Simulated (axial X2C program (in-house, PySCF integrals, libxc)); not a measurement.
# SeAl: properties at the nuclei

Wanted for SeAl: properties at the nuclei, at the two-component level.

Computed with an in-house X2C program for linear molecules on PySCF integrals. Level: two-component X2C with atomic mean-field terms, Se dyall-cv3z, Al dyall-v3z.

All values are calculated.

**1. Set-up**

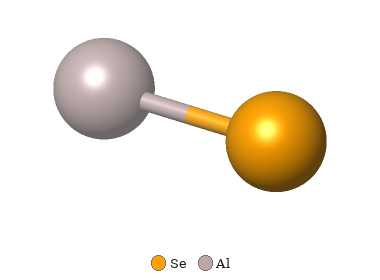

The two atoms at 2.200 Å (selenium orange, aluminium light grey).

Input file task.json:

```json
{
 "zs": [
  34,
  13
 ],
 "q": 0,
 "bas": [
  "dyall-cv3z",
  "dyall-v3z"
 ],
 "r0": 2.2,
 "levels": [
  "PBE0",
  "HF",
  "BP86",
  "TPSSh",
  "BHandHLYP"
 ],
 "nst": 3
}
```

Keys: zs atomic numbers; q charge; bas basis sets; r0 starting distance in Å; levels methods (HF also brings MP2); nst determinants followed.

The run is started by

```sh
$ python soeom.py task.json out
```

Nuclei are Gaussian, cores are contracted, and the Gaunt term is on.

**2. Expectation values, lowest determinant**

R = 2.171 Å. State: Ω = 1/2 (excess of +ω over −ω: ω = 1/2).

Output of the PBE0 run:

```text
two-component X2C + atomic mean field  PBE0
basis functions 151  fitting functions 897  grid points 5079
iter        total energy     max residual
   1      -2671.237362914     1.63e+00
   2      -2671.597358791     6.67e-03
   3      -2671.597280357     5.03e-03
   4      -2671.597780279     1.50e-03
   5      -2671.597824158     9.07e-04
   6      -2671.597843698     2.09e-04
   7      -2671.597844730     4.99e-05
   8      -2671.597844882     4.17e-05
   9      -2671.597844958     8.83e-06
  10      -2671.597844976     3.88e-06
  11      -2671.597844979     1.38e-06
  12      -2671.597844980     4.16e-07
converged
one-electron -3931.60914619  Coulomb 1260.11257698  exact exchange -26.24710059  xc functional -80.66746886  nuclear repulsion 107.73667767  atomic mean-field constant -0.92338399
```

The highest occupied spinor is 75% Se p, 17% Al p, 6% Al d.

```
    level  Eeff magnitude (GV/cm)  Ws magnitude Se (kHz)  A∥/gI Se (MHz)  qzz Se (a.u.)  A∥/gI Al (MHz)  qzz Al (a.u.)  μ (D)
     PBE0                   0.281                  0.105            99.9           3.24             502          -0.63   3.46
       HF                   0.412                  0.174           -54.1           3.33             424          -0.83   4.26
     BP86                   0.217                 0.0594             167           3.11             550          -0.56   3.16
    TPSSh                   0.263                 0.0974             140           3.11             547          -0.61   3.37
BHandHLYP                    0.23                 0.0439            59.6           3.54             465          -0.69   3.70
```

Eeff is the effective electric field on the electron dipole moment in this Ω state and Ws the scalar–pseudoscalar constant (defined with the proton number Z and per Ω); A∥ is the parallel hyperfine constant, which follows by multiplying with the nuclear g factor gI = μI/(I μN); qzz is the electric field gradient, eQq0 = 234.96 MHz × Q/barn × qzz; μ is positive if Al is the positive end. The operators were transformed with the bare-nucleus X2C matrices.

**3. Expectation values, a higher determinant**

R = 2.171 Å. State: Ω = 3/2 (excess of +ω over −ω: ω = 3/2), 0.65 eV above the lowest in the PBE0 search for states (made at or near this distance, with looser thresholds).

Output of the PBE0 run:

```text
two-component X2C + atomic mean field  PBE0
basis functions 151  fitting functions 897  grid points 5079
iter        total energy     max residual
   1      -2671.191185901     1.69e+00
   2      -2671.569958791     6.94e-03
   3      -2671.570192712     4.19e-03
   4      -2671.570373077     7.59e-04
   5      -2671.570375034     2.28e-04
   6      -2671.570375710     5.17e-05
   7      -2671.570375770     1.34e-05
   8      -2671.570375773     3.19e-06
   9      -2671.570375774     1.29e-06
converged
one-electron -3930.69265732  Coulomb 1259.23468408  exact exchange -26.25395887  xc functional -80.67173735  nuclear repulsion 107.73667767  atomic mean-field constant -0.92338399
```

The highest occupied spinor is 44% Al s, 31% Al p, 20% Se p.

```
    level  Eeff magnitude (GV/cm)  Ws magnitude Se (kHz)  A∥/gI Se (MHz)  qzz Se (a.u.)  A∥/gI Al (MHz)  qzz Al (a.u.)  μ (D)
     PBE0                   0.149                  0.033             389          -3.75            9.74          -1.21  -0.09
       HF                   0.256                 0.0616             380          -3.75            8.71          -1.30  -0.07
     BP86                   0.123                 0.0262             403          -3.85            10.9          -1.18  -0.09
    TPSSh                    0.14                  0.031             392          -3.77            11.3          -1.19  -0.19
BHandHLYP                   0.146                 0.0316             403          -3.79            9.53          -1.27   0.09
```

**4. Results**

| quantity | value |
| --- | --- |
| lowest determinant | Ω = 1/2 (excess of +ω over −ω: ω = 1/2) |
| Eeff magnitude (GV/cm), PBE0 | 0.281 |
| Ws magnitude Se (kHz), PBE0 | 0.105 |
| A∥/gI Se (MHz), PBE0 | 99.9 |
| qzz Se (a.u.), PBE0 | 3.24 |
| higher determinant | Ω = 3/2 (excess of +ω over −ω: ω = 3/2) |
| Eeff magnitude (GV/cm), PBE0, higher determinant | 0.149 |
| Ws magnitude Se (kHz), PBE0, higher determinant | 0.033 |
| A∥/gI Se (MHz), PBE0, higher determinant | 389 |
| qzz Se (a.u.), PBE0, higher determinant | -3.75 |

In the first state, the effective field runs from 0.217 to 0.412 GV/cm over the mean-field levels. The expectation values come from single determinants, which for open shells can mix terms of unlike spin or miss the lowest Ω, so a determinant need not be a state. Eeff is the effective electric field on the electron dipole moment in this Ω state and Ws the scalar–pseudoscalar constant (defined with the proton number Z and per Ω); A∥ is the parallel hyperfine constant, which follows by multiplying with the nuclear g factor gI = μI/(I μN); qzz is the electric field gradient, eQq0 = 234.96 MHz × Q/barn × qzz; μ is positive if Al is the positive end. The operators were transformed with the bare-nucleus X2C matrices.
